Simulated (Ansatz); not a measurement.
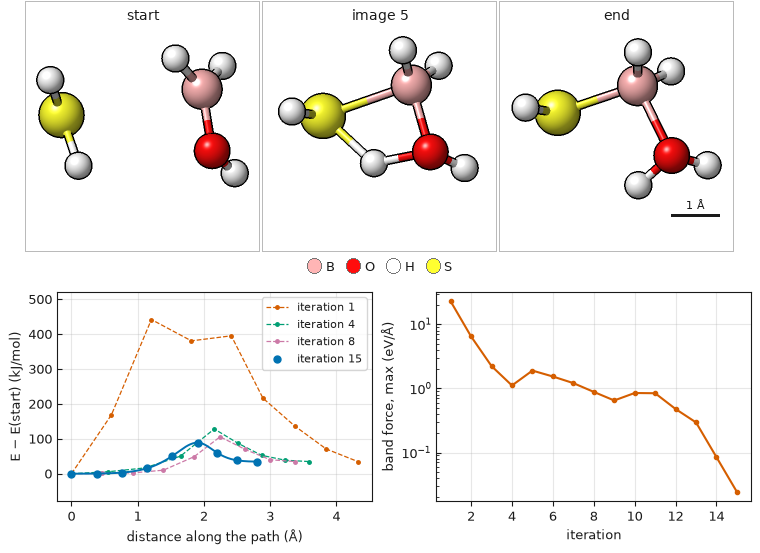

A search for the minimum-energy path of BH5SO, made up at the start of BH₃O and H2S by the nudged elastic band. Images are numbered from 0 (start) to 8 (end). The plot follows the band through its iterations. The picture is a ball-and-stick view, seen at a tilt.

These are results of Ansatz 0.2.0, RKS B3LYP-D4/def2-SVP, not measurements. Set-up: 7 movable images; climbing image; force threshold 0.05 eV/Å; iteration limit 60; starting path through a guess of the saddle point.

Q: Judge this run.

A: The result is final at these settings. The band converged in 15 iterations. The largest component of the band force went from 23 to 0.024 eV/Å. The climbing image converged on the top of the path. Its vibrational analysis gives one imaginary mode (1164i cm⁻¹), as a transition state must have. The first iteration put the highest image at 441.9 kJ/mol. The highest point, image 5, lies 89.2 kJ/mol above the start and 54.3 kJ/mol above the end; the end is at +34.9 kJ/mol relative to the start.

Limits of the set-up: the start holds two separate molecules, 2.8 Å apart at their closest, whose relative position is a soft coordinate.

The run took 2.7 min on 1 thread of Intel(R) Xeon(R) Platinum 8488C (Sapphire Rapids), with other jobs on the host, peak memory 0.15 GiB.
